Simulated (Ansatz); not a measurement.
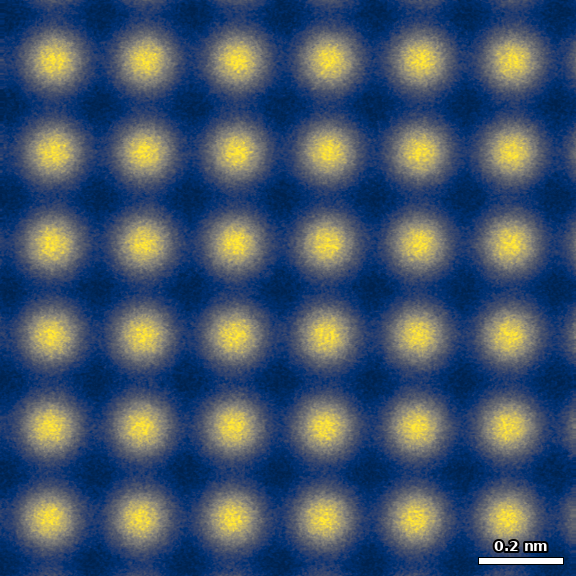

Dark-field STEM-like image of a crystal. Simulated incoherent Z contrast: every atom adds Z^1.7 spread by a probe of 1.14 Å full width; channelling and multiple scattering are left out. The probe carries 15 % of its weight in a tail 2.5 times as wide. Shot noise and a slight drift were added.

> What two-dimensional lattice does the image show, and how large is its cell?

The pattern repeats on a square net with a repeat of 2.2 Å.

> Which plane group does this projection have?

p4mm: fourfold points with mirror lines through them along the axes and the diagonals.

> How many columns does the smallest repeating cell hold, and how many levels of brightness?

1 column in the primitive cell of 5.0 Å², all of one brightness.

The crystal is Mo (Im-3m, No. 229) seen along [001]. Structure: a calculation's starting geometry.
